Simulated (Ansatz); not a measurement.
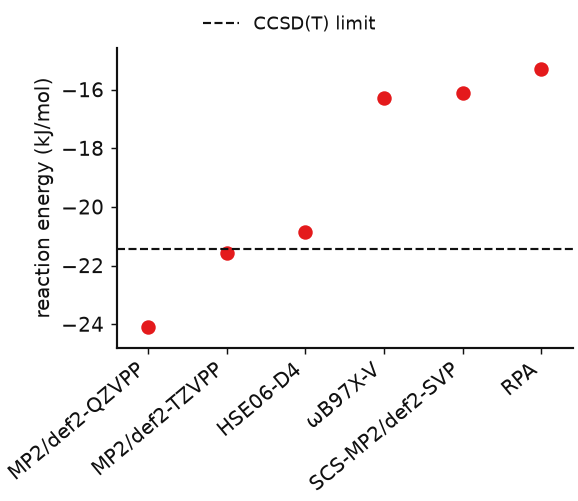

Electronic reaction energy of GeSiH₅SOF (O[SiH](F)[S][GeH3]) + GeH₄Te ([GeH3][TeH]) → Ge₂H₆Te ([GeH3][Te][GeH3]) + SiH₃SOF (O[SiH](F)S) (SMILES in brackets) at several levels (functionals in def2-TZVPP unless a basis is named), isolated molecules at PBE0-D4 triple-zeta geometries, minima by their frequencies, no zero-point or thermal terms, the Ansatz code 0.2.0. The line is frozen-core CCSD(T) at the basis limit (MP2 extrapolated from triple and quadruple zeta, plus CCSD(T) less MP2 in a smaller set). RPA holds a correlation term that converges slowly with the basis, so part of the distance to the limit is basis error. The distance of MP2/def2-QZVPP, MP2/def2-TZVPP and SCS-MP2/def2-SVP to the limit includes basis error. Core potentials past Kr. The limit lies 4.1 kJ/mol from CCSD(T)/def2-TZVPP, so the line itself is uncertain by a part of that.

**Which level comes closest to the line (CCSD(T) limit), and which misses most?**

Closest MP2/def2-TZVPP (−21.6 kJ/mol), against −21.4 kJ/mol; farthest RPA (−15.3 kJ/mol).

**Give the values.**

| level | kJ/mol | less CCSD(T) limit |
| --- | --- | --- |
| MP2/def2-QZVPP | −24.1 | −2.6 |
| MP2/def2-TZVPP | −21.6 | −0.1 |
| HSE06-D4 | −20.9 | 0.6 |
| ωB97X-V | −16.3 | 5.2 |
| SCS-MP2/def2-SVP | −16.1 | 5.3 |
| RPA | −15.3 | 6.2 |
| CCSD(T) limit | −21.4 | 0.0 |

Caveats: no scalar relativity up to krypton; outer-core shells are correlated without core-valence functions, which makes the correlated values less sure; spin-orbit coupling is left out, and with Te it can shift these values; one conformer of each flexible molecule.
